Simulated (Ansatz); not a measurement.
# SiN+ (quintet): one geometry, many settings

Aim: run SiN+ (quintet) at one geometry under a spread of methods and options, and see what each costs and gives.

Computed with Ansatz 0.2.0, Gaussian basis. Level: the settings change from run to run.

12 further runs of the same task are left out: 7 that didn't finish, 5 set aside as unsound or not needed.

## Step 1: The geometry

The geometry is a PBE0/def2-TZVP stationary point (not a proven minimum) of the parent state, kept for this charge and spin.

2 atoms, charge 1, spin multiplicity 5.

Atoms are counted from 1 here; the program's logs count them from 0.

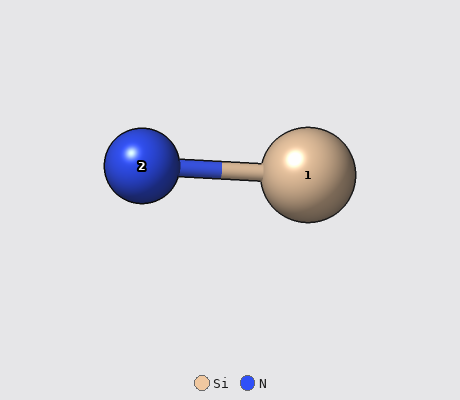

The geometry (silicon light orange, nitrogen blue); atoms are numbered from 1 in the order of the file.

## Step 2: BCCD(T)/def2-mTZVP

The input, in.yaml:

```yaml
crystal:
  periodic: [false, false, false]
  atoms:
    - {symbol: Si, position_ang: [0.000000, 0.000000, 0.000000]}
    - {symbol: N, position_ang: [0.000000, 0.000000, 1.785400]}
basis:
  gaussian: {orbitals: def2-mTZVP}
total_charge: 1
magnetization: {spin_polarized: true, initial_magnetization: 4}
hamiltonian: {xc: {name: B3LYP}}
correlation: {method: bccd_t, electrons: all, diis_vectors: 4}
scf: {omitted_lower_state_checks: [cluster_reference]}
output: {forces: true}
```

Started as:

```console
> ansatz run in.yaml --threads 1 --pin off --events-out ev --progress --plain --max-ram 2393MiB
```

Log, shortened:

```text
Functional definition: B3LYP
  name "B3LYP"
  cite "Stephens, Devlin, Chabalowski & Frisch, J. Phys. Chem. 98, 11623 (1994) doi:10.1021/j100096a001"
  cite "Becke, Phys. Rev. A 38, 3098 (1988) doi:10.1103/PhysRevA.38.3098"
  cite "Lee, Yang & Parr, Phys. Rev. B 37, 785 (1988) doi:10.1103/PhysRevB.37.785"
  cite "Vosko, Wilk & Nusair, Can. J. Phys. 58, 1200 (1980) doi:10.1139/p80-159"
[...]
336 factors; integrals over basis functions are off by at most 1.1e-3 eV
[...]
mean field -9352.23491751 eV, -343.6882940460 hartree, gradient 7.7e-6 eV, S^2 6.007384; 3 other end points of the search recorded, 0 dependent functions left out
reference -9331.12977667 eV, -342.9126944257 hartree; 12, 8 occupied and 29, 33 virtual orbitals, 336 factors
second order -5.34213921 eV of doubles, -0.30068336 eV of singles
cycle   1  -5.99476920 eV  change   -3.5e-1 eV  update   5.8e-2
[...]
cycle  15  -6.22191962 eV  change   -5.4e-7 eV  update   8.7e-7
perturbative correction -0.15980143 eV, -0.0058725941 hartree
[...]
Total energy: -9337.51149772 eV, -343.1472183486 hartree
Atom 0 at     0.000000     0.000000     0.000000 Å, force    -0.000000     0.000000    -4.220641 eV/Å
Atom 1 at     0.000000     0.000000     1.785400 Å, force    -0.000000    -0.000000     4.220641 eV/Å
Dipole moment:     0.000000    -0.000000    -0.210019 e Å
Checks for a lower state left out: cluster_reference
```

Wall time 8.5 s (1 thread of Arm Neoverse V2, shared host).

From the report: ⟨S²⟩ of the determinant 6.007 (pure quintet: 6.00); correlation -6.3817 eV; largest double amplitude 0.07.

## Step 3: CCSDT(Q)/B on ROHF/6-31G*

The input, in.yaml:

```yaml
crystal:
  periodic: [false, false, false]
  atoms:
    - {symbol: Si, position_ang: [0.000000, 0.000000, 0.000000]}
    - {symbol: N, position_ang: [0.000000, 0.000000, 1.785400]}
basis:
  gaussian: {orbitals: "6-31G*"}
total_charge: 1
magnetization: {spin_polarized: false, initial_magnetization: 4}
correlation: {method: ccsdt_q_b, electrons: outside_noble_gas}
```

Same command.

Log, shortened:

```text
Functional definition: HF
  name "HF"
  cite "Fock, Z. Phys. 61, 126 (1930) doi:10.1007/BF01340294"
  parent pbe
[...]
534 factors; integrals over basis functions are off by at most 1.2e-7 eV
[...]
mean field -9330.27678811 eV, -342.8813476744 hartree, gradient 3.0e-6 eV, S^2 6.000000; 6 other end points of the search recorded, 0 dependent functions left out
determinant -9330.27678811 eV, -342.8813476744 hartree, with singles and doubles -9334.82231598 eV, -343.0483927423 hartree
determinant -9327.27116047 eV, -342.7708928958 hartree, with singles and doubles -9331.66884695 eV, -342.9325048930 hartree
6 core orbitals not correlated: weight in the atoms' cores, before any rotation towards them, 1.000 or more for the frozen orbitals, at most 0.000 for the correlated occupied ones
reference -9330.27678811 eV, -342.8813476744 hartree; 6, 2 occupied and 22, 26 virtual orbitals, 534 factors
second order -3.44853101 eV of doubles, -0.16036258 eV of singles
cycle   1  -4.20889287 eV  change   -6.0e-1 eV  update   8.0e-2
[...]
cycle  17  -4.68422414 eV  change   -8.7e-7 eV  update   5.4e-7
perturbative correction -0.00694911 eV, -0.0002553750 hartree
Total energy: -9334.96796136 eV, -343.0537451116 hartree
```

It took 4 s on 1 thread of Arm Neoverse V2, shared host.

From the report: correlation -4.6912 eV; T1 0.052; largest double amplitude 0.09.

## Step 4: CCSD(T) on UHF/cc-pVDZ

The input, in.yaml:

```yaml
crystal:
  periodic: [false, false, false]
  atoms:
    - {symbol: Si, position_ang: [0.000000, 0.000000, 0.000000]}
    - {symbol: N, position_ang: [0.000000, 0.000000, 1.785400]}
basis:
  gaussian: {orbitals: cc-pVDZ}
total_charge: 1
magnetization: {spin_polarized: true, initial_magnetization: 4}
hamiltonian: {pseudopotentials: {relativity: scalar}}
correlation: {method: ccsd_t, electrons: all}
output: {forces: true}
```

Launched as before.

Log, shortened:

```text
Functional definition: HF
  name "HF"
  cite "Fock, Z. Phys. 61, 126 (1930) doi:10.1007/BF01340294"
  parent pbe
[...]
321 factors; integrals over basis functions are off by at most 6.2e-4 eV
[...]
mean field -9346.65775372 eV, -343.4833370572 hartree, gradient 1.7e-6 eV, S^2 6.032354; 3 other end points of the search recorded, 0 dependent functions left out
determinant -9346.65775372 eV, -343.4833370572 hartree, with singles and doubles -9351.13017809 eV, -343.6476956211 hartree
determinant -9343.48658735 eV, -343.3667988426 hartree, with singles and doubles -9347.94458942 eV, -343.5306273966 hartree
reference -9346.65775372 eV, -343.4833370572 hartree; 12, 8 occupied and 20, 24 virtual orbitals, 321 factors
second order -3.57767765 eV of doubles, -0.00000000 eV of singles
cycle   1  -4.47179699 eV  change    6.3e-4 eV  update   1.6e-3
[...]
cycle   9  -4.47272981 eV  change    5.8e-7 eV  update   6.0e-7
perturbative correction -0.11572136 eV, -0.0042526814 hartree
[...]
Total energy: -9351.24620489 eV, -343.6519595275 hartree
Relativity: scalar
Atom 0 at     0.000000     0.000000     0.000000 Å, force     0.000000     0.000000    -4.930974 eV/Å
Atom 1 at     0.000000     0.000000     1.785400 Å, force     0.000000    -0.000000     4.930974 eV/Å
Dipole moment:    -0.000000    -0.000000    -0.183259 e Å
```

It took 2.8 s on 1 thread of Arm Neoverse V2, shared host.

From the report: ⟨S²⟩ of the determinant 6.032 (pure quintet: 6.00); correlation -4.5885 eV; T1 0.016; largest double amplitude 0.08.

## Step 5: CCSDT/cc-pVDZ

The input, in.yaml:

```yaml
crystal:
  periodic: [false, false, false]
  atoms:
    - {symbol: Si, position_ang: [0.000000, 0.000000, 0.000000]}
    - {symbol: N, position_ang: [0.000000, 0.000000, 1.785400]}
basis:
  gaussian: {orbitals: cc-pVDZ, point_charges: [{charge: -1.00, position_ang: [4.627, -0.073, -0.522]}]}
total_charge: 1
magnetization: {spin_polarized: true, initial_magnetization: 4}
hamiltonian: {xc: {name: r2SCAN}, pseudopotentials: {relativity: none}}
correlation: {method: ccsdt, electrons: all}
scf: {lower_state_search: light}
```

Launched as before.

Log, shortened:

```text
Functional definition: r2SCAN
  name "r2SCAN"
  cite "Furness, Kaplan, Ning, Perdew & Sun, J. Phys. Chem. Lett. 11, 8208 (2020) doi:10.1021/acs.jpclett.0c02405"
  cite "Furness, Kaplan, Ning, Perdew & Sun, J. Phys. Chem. Lett. 11, 9248 (2020) doi:10.1021/acs.jpclett.0c03077"
  parent r2scan
[...]
577 factors; integrals over basis functions are off by at most 9.6e-8 eV
[...]
mean field -9352.97532424 eV, -343.7155034914 hartree, gradient 9.1e-6 eV, S^2 6.010933; 5 other end points of the search recorded, 0 dependent functions left out
reference -9333.94993458 eV, -343.0163333174 hartree; 12, 8 occupied and 20, 24 virtual orbitals, 577 factors
second order -3.94080926 eV of doubles, -0.19640598 eV of singles
cycle   1  -4.51117962 eV  change   -3.7e-1 eV  update   7.2e-2
[...]
cycle  18  -4.92479742 eV  change   -1.9e-7 eV  update   1.6e-6
Total energy: -9338.87473200 eV, -343.1973162845 hartree
```

It took 31 s on 1 thread of Arm Neoverse V2, shared host; peak memory 0.42 GiB.

From the report: ⟨S²⟩ of the determinant 6.011 (pure quintet: 6.00); correlation -4.9248 eV; T1 0.013; largest double amplitude 0.09. The orbitals are Kohn-Sham ones, so correlation energy and T1 don't compare with those on Hartree-Fock orbitals.

## Step 6: All runs side by side

```tsv
level	correlated	functions	energy (eV)	time
BCCD(T)/def2-mTZVP (on B3LYP orbitals)	all	41	-9337.5115	8.5 s
CCSDT(Q)/B on ROHF/6-31G*	outside noble gas	34	-9334.9680	4 s
CCSD(T) on UHF/cc-pVDZ (relativity set)	all	32	-9351.2462	2.8 s
CCSDT/cc-pVDZ (beside a point charge, on r2SCAN orbitals)	all	32	-9338.8747	31 s
```

## Step 7: Outcome

| quantity | value |
| --- | --- |
| runs | 4 |
| quickest | CCSD(T) on UHF/cc-pVDZ (relativity set), 2.8 s |
| slowest | CCSDT/cc-pVDZ (beside a point charge, on r2SCAN orbitals), 31 s |

In words: Total energies in different bases, with other cores or another treatment of relativity can't be set against each other. CCSDT/cc-pVDZ (beside a point charge, on r2SCAN orbitals) took 11 times as long as CCSD(T) on UHF/cc-pVDZ (relativity set); the jobs differ in more than the method.
